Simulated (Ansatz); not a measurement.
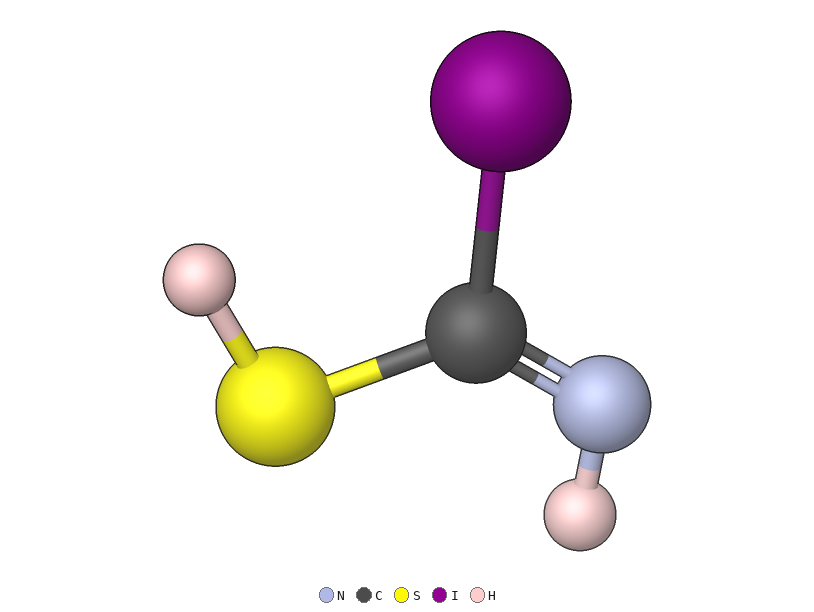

A ball-and-stick model of a molecule. Double and triple bonds are drawn as two and three sticks.

What does the picture show?

Formula CH₂INS. Its SMILES string is `[H]/N=C(\S)I`. It has no ring. Among its groups: thiol, imine, C–I bond. The point group is Cs. All atoms lie on one plane. Coordination: 1 N bent; 1 C trigonal planar; 1 S bent.

The parts below concern this one geometry. Atoms keep their numbers from picture to picture. The geometry was computed by an optimisation with PBE0-D4/def2-TZVP.

## Shape

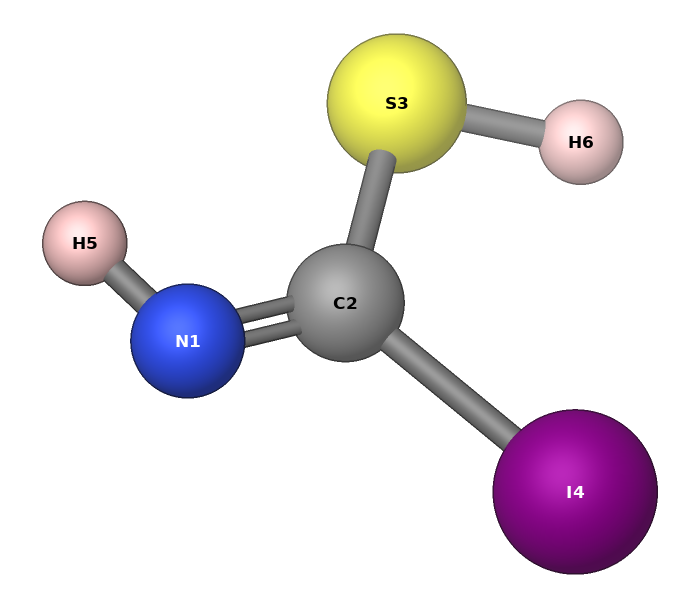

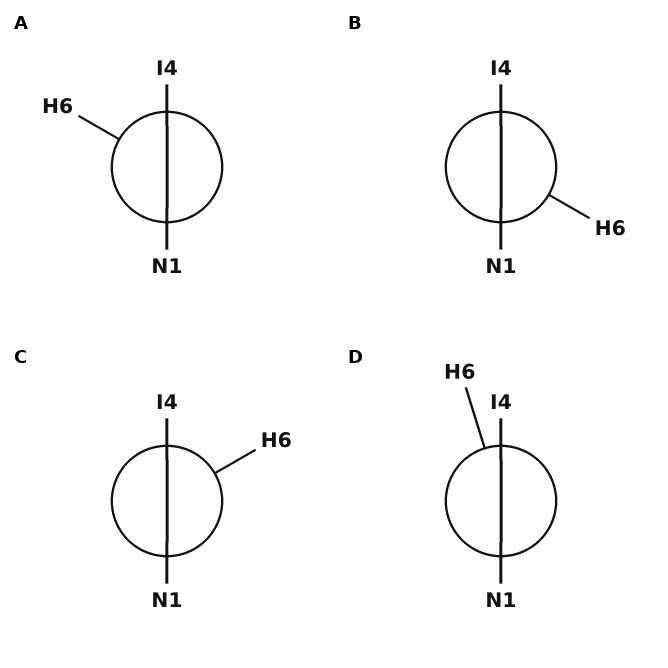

Atoms fade into the background with distance from the viewer. Bonds that would overlap in a projection are set slightly apart.

> Which Newman projection shows the view along C2–S3, with C2 in front?

D. The torsion angle I4–C2–S3–H6 is 0°, synperiplanar (eclipsed).

## Levels of theory compared

Program: Ansatz 0.2.0.

Compare HOMO–LUMO gap (eV), dipole (D), HOMO energy (eV) at these levels: B3LYP-D4/def2-TZVPP; PBE-D4/def2-TZVPP; r2SCAN-D4/def2-TZVPP; ωB97M-V/def2-TZVPP.

```tsv
level	HOMO–LUMO gap (eV)	dipole (D)	HOMO energy (eV)
B3LYP-D4/def2-TZVPP	5.58	1.86	−7.48
PBE-D4/def2-TZVPP	3.98	1.80	−6.54
r2SCAN-D4/def2-TZVPP	4.40	1.87	−6.84
ωB97M-V/def2-TZVPP	10.24	1.86	−9.90
```

## Charges

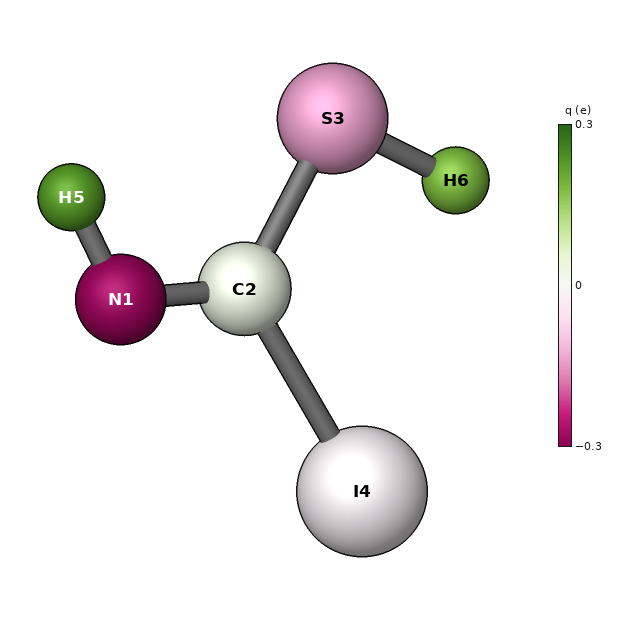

Atoms are coloured by their Mulliken charges. Properties computed with RKS PBE0-D4/def2-TZVP, core potentials on I (Ansatz 0.2.0).

List the Mulliken charges.

```json
{"atom": "N1", "value (e)": "−0.28"}
{"atom": "C2", "value (e)": "0.03"}
{"atom": "S3", "value (e)": "−0.14"}
{"atom": "I4", "value (e)": "−0.01"}
{"atom": "H5", "value (e)": "0.23"}
{"atom": "H6", "value (e)": "0.18"}
```

## Vibrations

Harmonic vibrations computed with RKS PBE0-D4/def2-TZVP, core potentials on I (Ansatz 0.2.0) at a stationary point of the same level.

> List the wavenumbers.

12 modes: 181, 212, 327, 452, 489, 765, 811, 939, 1157, 1705, 2728, 3480 cm⁻¹.

Mulliken values depend strongly on the basis set and can even reverse the polarity of a bond.
